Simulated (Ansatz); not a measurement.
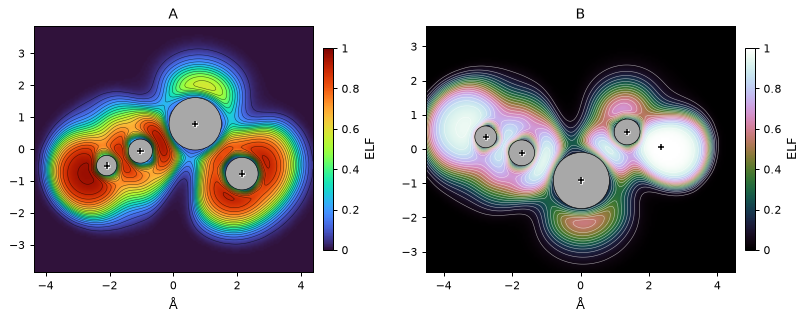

The electron localisation function of 2 systems, each on a plane through atoms (crosses mark nuclei in the plane; grey discs cover the cores).

Method: Ansatz 0.2.0, UKS PBE0-D4/def2-TZVPP.

System 1: C$_{2}$H$_{4}$GeN (SMILES [CH3][GeH][C]#N) (doublet), the plane of atoms Ge2, C1 and H5. Geometry: PBE0-D4/def2-TZVP.

```
atom    x (Å)    y (Å)    z (Å)
   C  -0.7123   0.9248  -0.3775
  Ge  -0.1068  -0.4525   0.8631
   C   1.6457  -1.0294   0.3225
   N   2.7306  -1.3261   0.0625
   H  -1.7033   1.2726  -0.0882
   H  -0.0167   1.7629  -0.3687
   H  -0.7548   0.5035  -1.3840
   H  -0.9902  -1.7131   0.9147
```

System 2: CHClGeN (doublet), the plane of atoms C2, Ge3 and Cl4. Geometry: PBE0-D4/def2-TZVP.

```yaml
atoms:
  - { symbol: N, position_ang: [1.2974, -1.3781, 1.3892] }
  - { symbol: C, position_ang: [0.7590, -0.6966, 0.6299] }
  - { symbol: Ge, position_ang: [-0.0002, 0.3960, -0.7555] }
  - { symbol: Cl, position_ang: [-2.0177, -0.2602, -1.0155] }
  - { symbol: H, position_ang: [0.0114, 1.8652, -0.2895] }
```

Which map belongs to which system?

Panel A is system 2, CHClGeN: the plane holds N, C, Ge and Cl. C–N (1.15 Å): the ELF peaks at about 0.85 between the atoms: a multiple bond. Panel B is system 1, C$_{2}$H$_{4}$GeN: the plane holds C, Ge, N and H. C–N (1.15 Å): the ELF peaks at about 0.85 between the atoms: a short, multiple covalent bond.
